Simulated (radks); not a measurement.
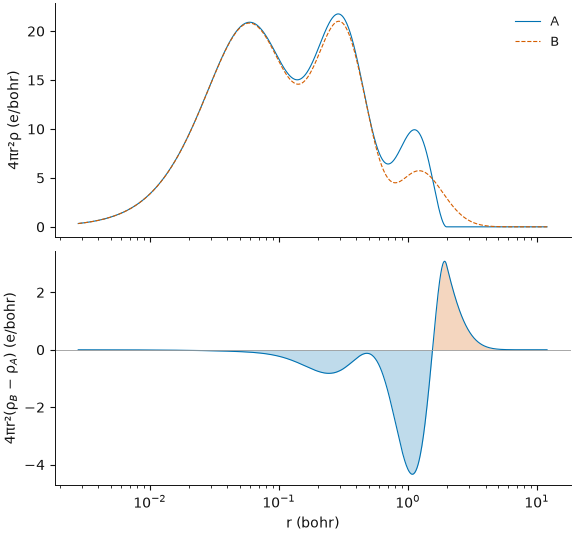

The neutral argon atom in [Ne] 3s2 3p6 was computed in two surroundings: the hard spherical wall at 12 bohr; the hard spherical wall at 2 bohr. Theory: non-relativistic Kohn-Sham, LDA (Slater exchange, VWN5 correlation), spin-polarised, spherical densities, point nucleus (computed with the in-house radial solver radks).

The plot shows both radial densities and the radial density of run B less that of run A; on the logarithmic r axis, areas aren't charges.

Question: Assign A and B and describe the change of the density.

Answer: A is the hard spherical wall at 2 bohr; B is the hard spherical wall at 12 bohr. B holds 2.9 electrons more than A where the difference is positive (most at r = 1.9 bohr) and 2.9 electrons fewer where it is negative (most at r = 1.1 bohr), with no net change. The tighter surroundings push the outer density inwards. The energy of B less that of A is −173.5 eV.
